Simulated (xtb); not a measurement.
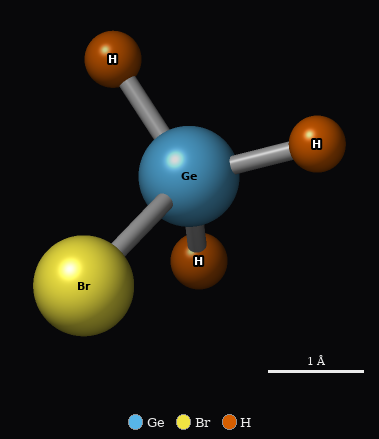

*The structure as given in the input (ball-and-stick view, seen at a tilt). Sticks mark near contacts.*

**GeH₃Br: polarizability calculation**

- system: GeH₃Br
- method: PTB (xtb 6.7.1 later snapshot)

The geometry comes from this level: GFN2-xTB.

**Input (struc.xyz)**
```
5

Ge     0.13501     0.01327    -0.12531
Br    -1.51524    -0.14927     1.40744
H      0.12603     1.42017    -0.64138
H     -0.16787    -0.97379    -1.21144
H      1.42208    -0.31037     0.57069
```

**File .CHRG**
```
0
```

**File .UHF**
```
0
```

Run on 1 thread of Arm Neoverse N1, 24 GiB of memory available, shared host.

Command:
```bash
xtb struc.xyz --alpha --ptb > out.txt
```

**Log**
```
* xtb version 6.7.1
   ID    Z sym.   atoms
    1   32 Ge     1
    2   35 Br     2
    3    1 H      3-5

           -------------------------------------------------
          |                Calculation Setup                |
           -------------------------------------------------

          program call               : xtb struc.xyz --alpha --ptb
          coordinate file            : struc.xyz
          omp threads                :                     1

           -------------------------------------------------
          |                      P T B                      |
           -------------------------------------------------

                              @@@ @

          ...................................................
          :                      SETUP                      :
          :.................................................:
          :  # atomic orbitals                  41          :
          :  # shells                           19          :
          :  # electrons                        14          :
          :  # open shells                       0          :
          :  max. iterations                     2          :
          :  Hamiltonian                       PTB          :
          :  PC potential                    false          :
          :  electronic temp.          300.0000000     K    :
          :  -> integral cutoff          0.2500000E+02      :
          :  verbosity level                     2          :
          ...................................................

          --- Calculation progress: ---
              1st iteration...
              2nd iteration...
          --- Two-step SCF done. ---

           -------------------------------------------------
          |                Property Printout                |
           -------------------------------------------------

    * Orbital Energies and Occupations

         #    Occupation            Energy/Eh            Energy/eV
      -------------------------------------------------------------
         1        2.0000           -0.9552088             -25.9926
         2        2.0000           -0.7435688             -20.2335
         3        2.0000           -0.4762912             -12.9605
         4        2.0000           -0.4671049             -12.7106
         5        2.0000           -0.4666815             -12.6990
         6        2.0000           -0.3896380             -10.6026
         7        2.0000           -0.3884924             -10.5714 (HOMO)
         8                          0.1165741               3.1721 (LUMO)
         9                          0.1649882               4.4896
        10                          0.1650790               4.4920
        11                          0.2343597               6.3773
        12                          0.2659436               7.2367
        13                          0.2660532               7.2397
        14                          0.3595428               9.7837
        15                          0.3595859               9.7848
        16                          0.4113039              11.1921
        17                          0.6358740              17.3030
        18                          0.6360698              17.3083
       ...                                ...                  ...
        41                         47.2213389            1284.9580
      -------------------------------------------------------------
                  HL-Gap            0.5050665 Eh           13.7436 eV
             Fermi-level            0.0000000 Eh            0.0000 eV

    * Atomic partial charges (q)     Shell populations (p)
    ------------------------------------------------------------------------------------
      #  sym   q                     1          2          3          4          5
    ------------------------------------------------------------------------------------
      1  Ge    0.22266               0.70823    0.20256    1.78278    0.64658    0.43719
      2  Br   -0.09885               1.41270    0.40519    4.06308    1.16285    0.05503
      3  H    -0.04128               0.73782    0.23646    0.06700
      4  H    -0.04128               0.73783    0.23643    0.06701
      5  H    -0.04125               0.73781    0.23641    0.06703
    ------------------------------------------------------------------------------------
      total:   0.00000

Wiberg/Mayer (AO) data.
largest (>0.10) Wiberg bond orders for each atom

 ---------------------------------------------------------------------------
     #   Z sym  total        # sym  WBO       # sym  WBO       # sym  WBO
 ---------------------------------------------------------------------------
     1  32      3.895 --     2      0.995     5      0.967     4      0.967
                             3      0.967
     2  35      1.100 --     1      0.995
     3   1      1.030 --     1      0.967
     4   1      1.030 --     1      0.967
     5   1      1.030 --     1      0.967
 ---------------------------------------------------------------------------

Topologies differ in total number of bonds
Writing topology from bond orders to xtbtopo.mol

 --------------------------------------
    Molecular dipole moment (a.u.)
    X        Y        Z
 --------------------------------------
    0.4524   0.0441  -0.4194
 --------------------------------------
    Total dipole moment (a.u. / Debye):
    0.6185   1.5720

 --------------------------------------
    Molecular quadrupole tensor: (a.u.)
         X         Y         Z
    X   -0.0776
    Y   -0.5200    0.1193
    Z    4.9244    0.4822   -0.0417

 --------------------------------------
    Numerical polarizability tensor: (a.u.)
         X         Y         Z
    X   39.3221    0.7833   -7.3967
    Y    0.7833   31.4161   -0.7269
    Z   -7.3967   -0.7269   38.2213
 --------------------------------------
    Total isotropic dipole polarizability (a.u. / Å³):
   36.3199   5.3820

------------------------------------------------------------------------
------------------------------------------------------------------------
 total:
 *  cpu-time:     0 d,  0 h,  0 min,  0.014 sec
 * ratio c/w:     1.000 speedup
 SCF:
 *  cpu-time:     0 d,  0 h,  0 min,  0.012 sec
 * ratio c/w:     1.000 speedup
```

**Standard error**
```
normal termination of xtb
```

**Key numbers**

```tsv
quantity	value
outcome	converged
electrons treated	14
HOMO	−10.57 eV
LUMO	3.17 eV
dipole moment	1.57 D
peak memory	0.077 GiB
```
